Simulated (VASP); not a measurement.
Consider the following.

```xyz
2
Lattice="0.0000 2.6529 2.6529 2.6529 0.0000 2.6529 2.6529 2.6529 0.0000" Properties=species:S:1:pos:R:3 pbc="T T T"
Ru     0.0000     0.0000     0.0000
Sb     2.6529     2.6529     2.6529
```

Method: PBEsol GGA, VASP's PBE PAW potentials (set 64) (plane waves; VASP). Settings: 400 eV cut-off, 13×13×13 Γ-centred mesh, tetrahedra with Blöchl corrections, potentials Ru_pv Sb.

Unless said otherwise, spin-orbit coupling is left out, though it shifts the bands of the heavy elements here.

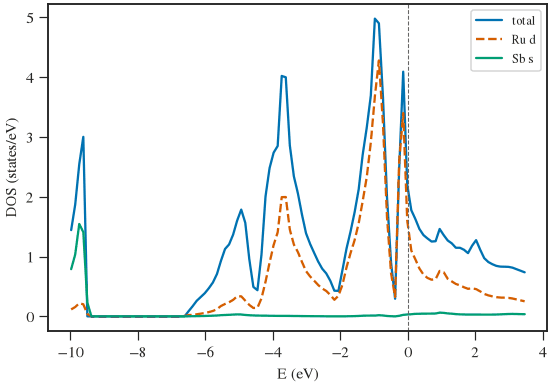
*Total and projected density of states, zero at the Fermi level*

Within 2 eV below the Fermi level the largest weight inside VASP's projection spheres is Ru d.

It has no gap at this level: it comes out as a metal or semimetal.

The structure was generated: RuSb was put into the rock salt type (Fm-3m), which need not be its known phase. It was relaxed first, which changed the volume by -36 %. The electron count is odd and the run is not spin-polarised, which forces a metal.
